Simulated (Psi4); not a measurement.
# GaH2Cl (SMILES [H][Ga]([H])[Cl]): levels of theory compared

Aim: a comparison of 3 runs (B3LYP/6-31G*, ACPF/pcseg-1) of GaH2Cl. 

The calculation is run with Psi4 1.11.

4 further runs of the same task are left out: 3 for a known fault of the program, 1 set aside as unsound or not needed.

### 1 Starting point

The species is GaH2Cl (4 atoms), meant as a singlet with charge 0. SMILES: `[H][Ga]([H])[Cl]`. The shape comes from GFN2-xTB, which is rough for such elements, and wasn't checked as a minimum.

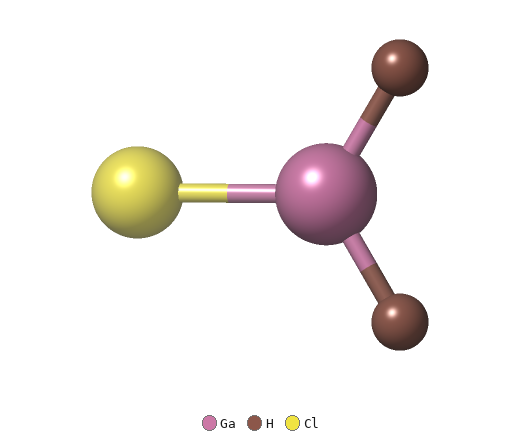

The structure, seen from a chosen angle (gallium pink, hydrogen brown, chlorine yellow).

### 2 Energy and forces at B3LYP/6-31G(d) (spherical functions) (run 1)

input.json

```json
{
  "schema_name": "qcschema_input",
  "schema_version": 1,
  "molecule": {
    "schema_name": "qcschema_molecule",
    "schema_version": 2,
    "symbols": ["Ga", "H", "H", "Cl"],
    "geometry": [0.10935845, 0.18267982, -0.00117163, 3.06519247, 0.19500084, 0.02286569, -1.27605646, 2.79363882, -0.03701973, -1.89849445, -3.17131949, 0.01532568],
    "molecular_charge": 0,
    "molecular_multiplicity": 1,
    "fix_symmetry": "c1"
  },
  "driver": "gradient",
  "model": {
    "method": "b3lyp",
    "basis": "6-31G*"
  },
  "keywords": {
    "puream": true,
    "e_convergence": 1e-09,
    "d_convergence": 1e-08,
    "scf_type": "pk",
    "dft_radial_points": 99,
    "dft_spherical_points": 590,
    "scf_properties": ["MAYER_INDICES", "MULLIKEN_CHARGES", "WIBERG_LOWDIN_INDICES"]
  }
}
```

Launch:

```
$ psi4 --qcschema input.json -n 1 --memory 1600MB
```

stdout:

```text
[...]
  Running in c1 symmetry.
[...]
  Nuclear repulsion =  161.654819634505344
[...]
  Multiplicity = 1
[...]
  Nalpha       = 25
  Nbeta        = 25
[...]
    Number of basis functions: 54
[...]
   @RKS iter   1: -2384.03908247885875   -1.32534e+00   5.50959e-02 ADIIS/DIIS
[...]
   @RKS iter  11: -2386.05126922257750   -4.54747e-12   6.21197e-09 DIIS
[...]
  @RKS Final Energy: -2386.05126922257750
   => Energetics <=
    Nuclear Repulsion Energy =            161.6548196345053441
    One-Electron Energy =               -3641.4089788253818369
    Two-Electron Energy =                1177.4747190459643207
    DFT Exchange-Correlation Energy =     -83.7718290776654158
    Empirical Dispersion Energy =           0.0000000000000000
    VV10 Nonlocal Energy =                  0.0000000000000000
    Total Energy =                      -2386.0512692225775027
[...]
 Multipole Moments:
 ------------------------------------------------------------------------------------
     Multipole            Electronic (a.u.)      Nuclear  (a.u.)        Total (a.u.)
 ------------------------------------------------------------------------------------
 L = 1.  Multiply by 2.5417464519 to convert [e a0] to [Debye]
 Dipole X            :          0.4157873           -0.1631391            0.2526482
 Dipole Y            :          0.6945572           -0.2725206            0.4220366
 Dipole Z            :         -0.0042012            0.0019131           -0.0022881
 Magnitude           :                                                    0.4918854
[...]
  Mulliken Charges: (a.u.)
   Center  Symbol    Alpha    Beta     Spin     Total
       1    GA    15.51373 15.51373  0.00000 -0.02747
       2     H     0.47259  0.47259  0.00000  0.05483
       3     H     0.47259  0.47259  0.00000  0.05483
       4    CL     8.54109  8.54109  0.00000 -0.08218
   Total alpha = 25.00000, Total beta = 25.00000, Total charge =  0.00000
  Mayer Bond Indices:
[...]
  -Total Gradient:
     Atom            X                  Y                   Z
    ------   -----------------  -----------------  -----------------
       1       -0.021071987927    -0.035202150870     0.000154612606
       2       -0.002612523888     0.005824648975    -0.000070333560
       3        0.006367489527     0.000451114790     0.000053523972
       4        0.017313456844     0.028920431368    -0.000137765750
[...]
```

The result, in JSON:

```text
{
 "driver": "gradient",
 "model": {
  "method": "b3lyp",
  "basis": "6-31G*"
 },
 "success": true,
 "return_result": [-0.021071987927147505, -0.0352021508695266, 0.0001546126062895197, -0.0026125238875654155, 0.005824648974910078, -7.033356032744049e-05, 0.0063674895267934115, 0.0004511147899051021, 5.3523972282067556e-05, 0.017313456844155348, 0.028920431368117366, -0.0001377657500406435],
 "properties": {
  "calcinfo_nbasis": 54,
  "calcinfo_nmo": 54,
  "calcinfo_nalpha": 25,
  "calcinfo_nbeta": 25,
  "calcinfo_natom": 4,
  "nuclear_repulsion_energy": 161.65481963450534,
  "return_energy": -2386.0512692225775,
  "return_gradient": [-0.021071987927147505, -0.0352021508695266, 0.0001546126062895197, -0.0026125238875654155, 0.005824648974910078, -7.033356032744049e-05, 0.0063674895267934115, 0.0004511147899051021, 5.3523972282067556e-05, 0.017313456844155348, 0.028920431368117366, -0.0001377657500406435],
  "scf_one_electron_energy": -3641.408978825382,
  "scf_two_electron_energy": 1177.4747190459643,
  "scf_xc_energy": -83.77182907766542,
  "scf_dipole_moment": [0.25264822579502333, 0.4220366399889408, -0.0022881107465305642],
  "scf_total_energy": -2386.0512692225775,
  "scf_total_gradient": [-0.021071987927147505, -0.0352021508695266, 0.0001546126062895197, -0.0026125238875654155, 0.005824648974910078, -7.033356032744049e-05, 0.0063674895267934115, 0.0004511147899051021, 5.3523972282067556e-05, 0.017313456844155348, 0.028920431368117366, -0.0001377657500406435],
  "scf_iterations": 11
 }
}
```

It took 5.4 s on 1 thread of AMD EPYC 9R45 (Zen 5), shared host; peak memory 0.52 GiB.

### 3 Energy and forces at B3LYP/6-31G(d) (Cartesian functions) (run 2)

run.py

```python
import psi4

psi4.set_memory(1600000000)
psi4.set_num_threads(1)
psi4.set_output_file('psi4.out', False)

geom = psi4.geometry("""
0 1
Ga     0.057870     0.096670    -0.000620
H      1.622030     0.103190     0.012100
H     -0.675260     1.478330    -0.019590
Cl    -1.004640    -1.678190     0.008110
symmetry c1
no_reorient
no_com
""")

psi4.set_options({
    'basis': '6-31G*',
    'reference': 'rks',
    'puream': False,
    'e_convergence': 1e-09,
    'd_convergence': 1e-08,
    'scf_type': 'pk',
    'dft_radial_points': 99,
    'dft_spherical_points': 590,
})

e, wfn = psi4.gradient("b3lyp", molecule=geom, return_wfn=True)
print('gradient / Eh bohr^-1')
print(e.np.round(6))
print(f'energy = {wfn.energy():.10f} Eh')
```

Launch:

```
$ python run.py
```

psi4.out:

```text
[...]
  Running in c1 symmetry.
[...]
  Nuclear repulsion =  161.654819516403620
[...]
  Multiplicity = 1
[...]
  Nalpha       = 25
  Nbeta        = 25
[...]
    Number of basis functions: 58
[...]
   @RKS iter   1: -2383.86648093859822   -1.10479e+00   5.50822e-02 DIIS/ADIIS
[...]
   @RKS iter  11: -2386.05952673770753   -1.04592e-11   6.44025e-09 DIIS
[...]
    Orbital Energies [Eh]
    ---------------------
    Doubly Occupied:
       1A   -372.599826     2A   -101.538286     3A    -45.984552
       4A    -40.742191     5A    -40.738375     6A    -40.737829
       7A     -9.457435     8A     -7.218021     9A     -7.213698
      10A     -7.212102    11A     -5.550994    12A     -3.838578
      13A     -3.830923    14A     -3.827587    15A     -0.884739
      16A     -0.868119    17A     -0.866239    18A     -0.864318
      19A     -0.863850    20A     -0.802619    21A     -0.476574
      22A     -0.363574    23A     -0.352842    24A     -0.338738
      25A     -0.298740
[...]
  @RKS Final Energy: -2386.05952673770753
   => Energetics <=
    Nuclear Repulsion Energy =            161.6548195164036201
    One-Electron Energy =               -3641.4344799323462212
    Two-Electron Energy =                1177.4741535327154907
    DFT Exchange-Correlation Energy =     -83.7540198544806600
    Empirical Dispersion Energy =           0.0000000000000000
    VV10 Nonlocal Energy =                  0.0000000000000000
    Total Energy =                      -2386.0595267377079836
[...]
 Multipole Moments:
 ------------------------------------------------------------------------------------
     Multipole            Electronic (a.u.)      Nuclear  (a.u.)        Total (a.u.)
 ------------------------------------------------------------------------------------
 L = 1.  Multiply by 2.5417464519 to convert [e a0] to [Debye]
 Dipole X            :         27.3478888          -27.0951577            0.2527311
 Dipole Y            :         45.6828920          -45.2607170            0.4221749
 Dipole Z            :         -0.2123543            0.2100620           -0.0022924
 Magnitude           :                                                    0.4920467
[...]
  -Total Gradient:
     Atom            X                  Y                   Z
    ------   -----------------  -----------------  -----------------
       1       -0.021404342455    -0.035757259413     0.000156963070
       2       -0.001603946737     0.005847483560    -0.000062308275
       3        0.005911206345     0.001350802235     0.000041342228
       4        0.017093551271     0.028553074527    -0.000135960016
[...]
```

The script printed:

```text
gradient / Eh bohr^-1
[[-2.1404e-02 -3.5757e-02  1.5700e-04]
 [-1.6040e-03  5.8470e-03 -6.2000e-05]
 [ 5.9110e-03  1.3510e-03  4.1000e-05]
 [ 1.7094e-02  2.8553e-02 -1.3600e-04]]
energy = -2386.0595267377 Eh
```

It took 5.4 s on 1 thread of AMD EPYC 9R45 (Zen 5), shared host; peak memory 0.54 GiB.

### 4 A single-point energy at ACPF/pcseg-1 (run 3)

clgah2.py

```python
import psi4

psi4.set_memory('1600 MB')
psi4.set_num_threads(1)
psi4.set_output_file('clgah2.out', False)

geom = psi4.geometry("""
Ga     0.057870     0.096670    -0.000620
H      1.622030     0.103190     0.012100
H     -0.675260     1.478330    -0.019590
Cl    -1.004640    -1.678190     0.008110
units angstrom
""")

psi4.set_options({
    'reference': 'rhf',
    'scf_type': 'pk',
})

e_tot = psi4.energy('acpf/pcseg-1')
print(f'acpf/pcseg-1 energy: {e_tot:.10f} Eh')
```

Launch:

```
$ python clgah2.py
```

clgah2.out:

```text
[...]
  Running in c1 symmetry.
[...]
  Nuclear repulsion =  161.654819516403620
[...]
  Multiplicity = 1
[...]
  Nalpha       = 25
  Nbeta        = 25
[...]
    Number of basis functions: 55
[...]
   @RHF iter   1: -2383.03139922006358   -3.93493e+00   1.84286e-02 ADIIS/DIIS
[...]
   @RHF iter  11: -2383.66069874367531   -7.27596e-12   2.49301e-09 DIIS
[...]
    Orbital Energies [Eh]
    ---------------------
    Doubly Occupied:
       1A   -378.775357     2A   -104.786651     3A    -48.162663
       4A    -42.527135     5A    -42.524260     6A    -42.523878
       7A    -10.532607     8A     -8.011773     9A     -8.009525
      10A     -8.009179    11A     -6.437656    12A     -4.554306
      13A     -4.550662    14A     -4.547463    15A     -1.270906
      16A     -1.262995    17A     -1.259370    18A     -1.259103
      19A     -1.257465    20A     -1.076967    21A     -0.620738
      22A     -0.495179    23A     -0.495147    24A     -0.475741
      25A     -0.424363
[...]
  @RHF Final Energy: -2383.66069874367531
   => Energetics <=
    Nuclear Repulsion Energy =            161.6548195164036201
    One-Electron Energy =               -3642.9288542505373698
    Two-Electron Energy =                1097.6133359904583813
    Total Energy =                      -2383.6606987436753116
[...]
 Multipole Moments:
 ------------------------------------------------------------------------------------
     Multipole            Electronic (a.u.)      Nuclear  (a.u.)        Total (a.u.)
 ------------------------------------------------------------------------------------
 L = 1.  Multiply by 2.5417464519 to convert [e a0] to [Debye]
 Dipole X            :          0.4479567           -0.1631391            0.2848176
 Dipole Y            :          0.7482959           -0.2725206            0.4757753
 Dipole Z            :         -0.0045790            0.0019131           -0.0026660
 Magnitude           :                                                    0.5545181
[...]
      * SCS-MP2 total energy:                -2383.881790306670
[...]
      * MP2 total energy:                    -2383.884143212355
[...]
```

Standard output:

```text
acpf/pcseg-1 energy: -2383.9146060169 Eh
```

It took 3.9 s on 1 thread of AMD EPYC 9R45 (Zen 5), shared host; peak memory 0.26 GiB.

### 5 All runs side by side

```csv
run,level,Cartesian functions,properties,energy (Eh),dipole moment (D),HOMO energy (eV),LUMO energy (eV),wall time
1,B3LYP/6-31G* (spherical functions),no,"(mayer, mulliken, wiberg)",-2386.051269,1.25,-8.13,-1.98,5.4 s
2,B3LYP/6-31G* (Cartesian functions),yes,–,-2386.059527,1.25,-8.13,-1.97,5.4 s
3,ACPF/pcseg-1,no,–,-2383.914606,–,-11.55,0.95,3.9 s
```

### 6 What came out

| quantity | value |
| --- | --- |
| run 3: total energy | -2383.91461 Eh |
| run 3: HOMO energy (Hartree–Fock orbitals) | -11.55 eV |
| run 3: LUMO energy (Hartree–Fock orbitals) | 0.95 eV |
| run 3: HOMO–LUMO gap (Hartree–Fock orbitals) | 12.50 eV |
| run 3: correlation energy | -253.9 mEh |

All runs together took 15 s, the longest 5.4 s.
